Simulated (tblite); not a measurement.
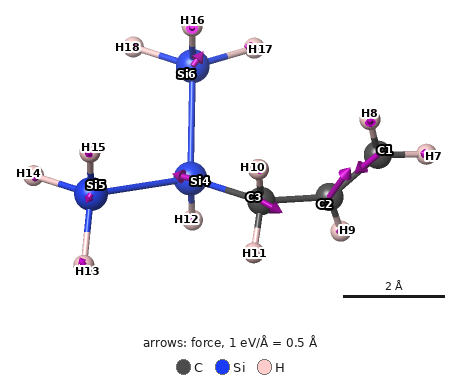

Starting geometry of C3H12Si3 with the computed forces as purple arrows. A ball-and-stick model, seen at a tilt.

Theory: tblite 0.8.0, GFN2-xTB geometry optimisation, gas phase. 

Is this structure relaxed? If not, where do the atoms go?

Answer. It isn't relaxed: the largest force vector, on C2, is 1.88 eV/Å. The final displacements have little in common with the starting forces (cosine between the two patterns 0.15). The energy falls by 0.231 eV in 103 geometry steps. The largest moves after the best rigid fit, 0.43 Å, are those of H7 and H18. By element the largest moves are H 0.43 Å, C 0.31 Å, Si 0.30 Å. Among the contacts that change: C3–Si4 1.883 → 1.929 Å, Si6–H16 1.501 → 1.467 Å, Si4–Si6 2.291 → 2.324 Å, C1–C2 1.350 → 1.322 Å. Bond angles that change, for instance: Si5–Si4–Si6 104.3° → 117.8°, C3–Si4–H12 110.9° → 104.3°, Si4–Si5–H13 109.9° → 115.1°. The run took 0.7 s on 1 thread of Arm Neoverse V2, on a shared host.
